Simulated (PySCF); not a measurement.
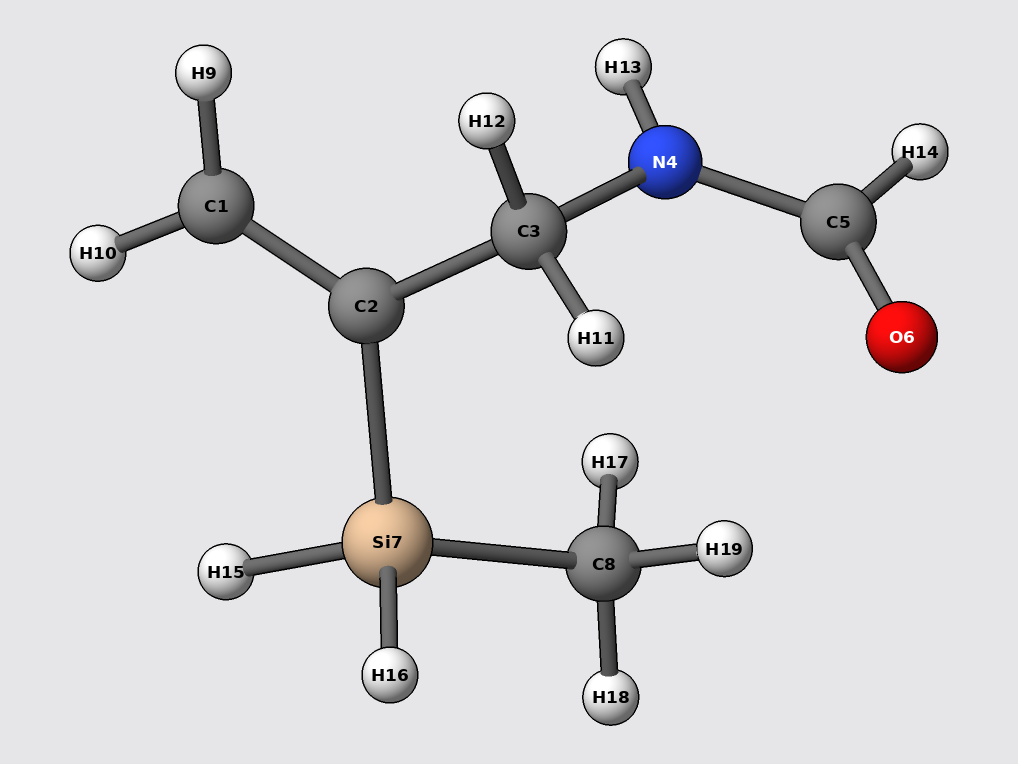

The questions are on Mulliken charges. The computed structure is the end point of a GFN2-xTB optimisation. No frequency run is at hand to confirm it as a minimum. Method: PBE0/pcSseg-1, gas phase (PySCF 2.14.0).

### Which atom carries the highest charge (most positive or least negative)?

Si7 (0.71 e).

### And the lowest?

C8 (−0.64 e).

List the Mulliken charges.

```csv
atom,value (e)
C1,−0.08
C2,−0.56
C3,0.05
N4,−0.47
C5,0.41
O6,−0.44
Si7,0.71
C8,−0.64
H9,0.10
H10,0.12
H11,0.15
H12,0.13
H13,0.19
H14,0.07
H15,−0.11
H16,−0.07
H17,0.13
H18,0.14
H19,0.17
```

Mulliken values depend strongly on the basis set and can even reverse the polarity of a bond. The geometry is semi-empirical. Around Si such bond lengths and angles can be off by a tenth of an ångström or more and by several degrees, and values that hang on the shape move with them.
